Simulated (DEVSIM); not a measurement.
System: Au/SiO2/n-Si capacitor, at 300 K.

| layer (left to right) | material | thickness (nm) | Nd (cm⁻³) |
|---|---|---|---|
| 1 | SiO2 | 1.20 | - |
| 2 | Si | 4400 | 1.7e16 |

Metal gate on the left, work function 5.1 eV. Fixed charge at the semiconductor interface -6.6e12 cm⁻² (in units of +e); interface traps 4.2e10 cm⁻² eV⁻¹, uniform in energy, neutral level at 0.3 of the gap above the valence band.

This is a model device: material constants are rounded textbook-type values typed into the input, and sizes, dopings and lifetimes were drawn at random. Values at 300 K.

```
parameter      SiO2       Si
-------------  ----  -------
gap (eV)          9    1.124
affinity (eV)   0.9     4.05
permittivity    3.9     11.7
Nc (cm⁻³)         -  2.86e19
Nv (cm⁻³)         -   3.1e19
```

Simulated with DEVSIM: 1D Poisson equation in equilibrium, Boltzmann statistics, complete ionisation; no quantum confinement or tunnelling. Metal contacts follow the ideal Schottky-Mott rule: no Fermi-level pinning, no interface dipoles.

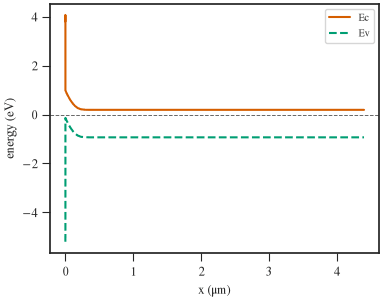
*Band edges at 0.4 V on the gate*

Energies count from the Fermi level of the right contact; mesh points crowd at the junctions.

```json
[
 {"x (μm)": "0.000", "Ec (eV)": "3.800", "Ev (eV)": "-5.200", "n (cm⁻³)": "< 1e2", "p (cm⁻³)": "< 1e2", "field (V/cm)": "2800000"},
 {"x (μm)": "0.0006000", "Ec (eV)": "3.970", "Ev (eV)": "-5.030", "n (cm⁻³)": "< 1e2", "p (cm⁻³)": "< 1e2", "field (V/cm)": "2800000"},
 {"x (μm)": "0.001200", "Ec (eV)": "0.988", "Ev (eV)": "-0.136", "n (cm⁻³)": "730", "p (cm⁻³)": "1.6e17", "field (V/cm)": "1000000"},
 {"x (μm)": "0.002485", "Ec (eV)": "0.979", "Ev (eV)": "-0.145", "n (cm⁻³)": "1000", "p (cm⁻³)": "1.1e17", "field (V/cm)": "-70000"},
 {"x (μm)": "0.006356", "Ec (eV)": "0.953", "Ev (eV)": "-0.171", "n (cm⁻³)": "2800", "p (cm⁻³)": "4.1e16", "field (V/cm)": "-65000"},
 {"x (μm)": "0.01291", "Ec (eV)": "0.912", "Ev (eV)": "-0.212", "n (cm⁻³)": "14000", "p (cm⁻³)": "8.4e15", "field (V/cm)": "-61000"},
 {"x (μm)": "0.02625", "Ec (eV)": "0.833", "Ev (eV)": "-0.291", "n (cm⁻³)": "290000", "p (cm⁻³)": "4.0e14", "field (V/cm)": "-57000"},
 {"x (μm)": "0.07006", "Ec (eV)": "0.609", "Ev (eV)": "-0.515", "n (cm⁻³)": "1.7e9", "p (cm⁻³)": "7.0e10", "field (V/cm)": "-45000"},
 {"x (μm)": "0.1427", "Ec (eV)": "0.349", "Ev (eV)": "-0.775", "n (cm⁻³)": "3.9e13", "p (cm⁻³)": "3000000", "field (V/cm)": "-26000"},
 {"x (μm)": "0.2906", "Ec (eV)": "0.196", "Ev (eV)": "-0.928", "n (cm⁻³)": "1.5e16", "p (cm⁻³)": "7900", "field (V/cm)": "-1100"},
 {"x (μm)": "0.5920", "Ec (eV)": "0.192", "Ev (eV)": "-0.932", "n (cm⁻³)": "1.7e16", "p (cm⁻³)": "6800", "field (V/cm)": "≈ 0"},
 {"x (μm)": "1.581", "Ec (eV)": "0.192", "Ev (eV)": "-0.932", "n (cm⁻³)": "1.7e16", "p (cm⁻³)": "6800", "field (V/cm)": "≈ 0"},
 {"x (μm)": "2.886", "Ec (eV)": "0.192", "Ev (eV)": "-0.932", "n (cm⁻³)": "1.7e16", "p (cm⁻³)": "6800", "field (V/cm)": "≈ 0"},
 {"x (μm)": "3.658", "Ec (eV)": "0.192", "Ev (eV)": "-0.932", "n (cm⁻³)": "1.7e16", "p (cm⁻³)": "6800", "field (V/cm)": "≈ 0"},
 {"x (μm)": "4.114", "Ec (eV)": "0.192", "Ev (eV)": "-0.932", "n (cm⁻³)": "1.7e16", "p (cm⁻³)": "6800", "field (V/cm)": "≈ 0"},
 {"x (μm)": "4.266", "Ec (eV)": "0.192", "Ev (eV)": "-0.932", "n (cm⁻³)": "1.7e16", "p (cm⁻³)": "6800", "field (V/cm)": "≈ 0"},
 {"x (μm)": "4.335", "Ec (eV)": "0.192", "Ev (eV)": "-0.932", "n (cm⁻³)": "1.7e16", "p (cm⁻³)": "6800", "field (V/cm)": "≈ 0"},
 {"x (μm)": "4.369", "Ec (eV)": "0.192", "Ev (eV)": "-0.932", "n (cm⁻³)": "1.7e16", "p (cm⁻³)": "6800", "field (V/cm)": "≈ 0"},
 {"x (μm)": "4.390", "Ec (eV)": "0.192", "Ev (eV)": "-0.932", "n (cm⁻³)": "1.7e16", "p (cm⁻³)": "6800", "field (V/cm)": "≈ 0"},
 {"x (μm)": "4.396", "Ec (eV)": "0.192", "Ev (eV)": "-0.932", "n (cm⁻³)": "1.7e16", "p (cm⁻³)": "6800", "field (V/cm)": "≈ 0"},
 {"x (μm)": "4.399", "Ec (eV)": "0.192", "Ev (eV)": "-0.932", "n (cm⁻³)": "1.7e16", "p (cm⁻³)": "6800", "field (V/cm)": "≈ 0"},
 {"x (μm)": "4.401", "Ec (eV)": "0.192", "Ev (eV)": "-0.932", "n (cm⁻³)": "1.7e16", "p (cm⁻³)": "6800", "field (V/cm)": "≈ 0"}
]
```
